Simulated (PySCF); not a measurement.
Consider C6H13N (SMILES C1CCC[NH+]CC1) (charge +1, doublet).

```xyz
20

C    -0.0628    1.5290    0.2446
C    -1.0559    0.7759   -0.6596
C    -1.5932   -0.4962   -0.0319
C    -0.5677   -1.6816    0.0007
N     0.6350   -1.2687    0.5912
C     1.5572   -0.4867   -0.1178
C     1.3818    1.0408    0.1856
H    -0.4323    1.4887    1.2709
H    -0.0577    2.5798   -0.0478
H    -0.6246    0.5798   -1.6422
H    -1.9141    1.4339   -0.8173
H    -1.9327   -0.2947    0.9847
H    -2.4355   -0.8706   -0.6150
H    -0.3799   -1.9938   -1.0295
H    -1.0124   -2.4985    0.5712
H     0.6755   -1.2270    1.6039
H     1.4420   -0.6726   -1.1865
H     2.5774   -0.7446    0.1840
H     1.8777    1.2727    1.1273
H     1.9172    1.5449   -0.6196
```

Geometry: GFN2-xTB.

Theory: UKS B3LYP, pcH-1 on C H N, non-relativistic, mean-field spin-orbit, GIAO (PySCF).

Q: Predict the electron density, electron localisation function and spin density between the atoms.

A: C–C (1.57 Å): the density is about 1.5 e/Å³ at the midpoint; the ELF peaks at about 0.95 between the atoms (localised, covalent bonding).
C–H (1.09 Å): ρ is about 2 e/Å³ halfway; the ELF climbs to about 1 towards the hydrogen, as it does in any bond to H; a covalent bond by its length.
The unpaired spin (1 electron) lies mostly on N5 (about 0.6), C3 (about 0.1) and C7 (about 0.1), in electrons by Hirshfeld's partition.

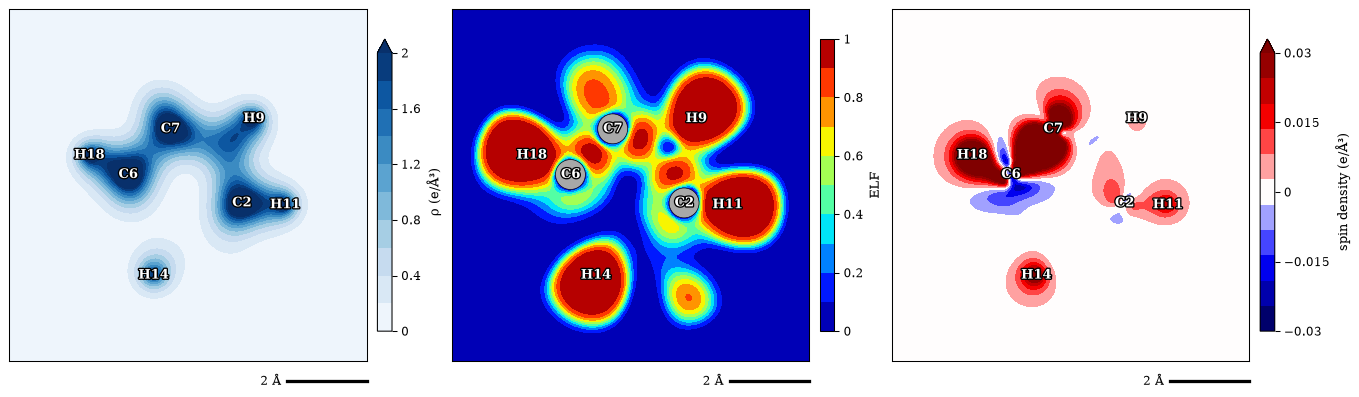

Computed electron density, electron localisation function and spin density on the plane of atoms C7, C6 and H18, in this order. Grey discs cover the atomic cores in the ELF map. 
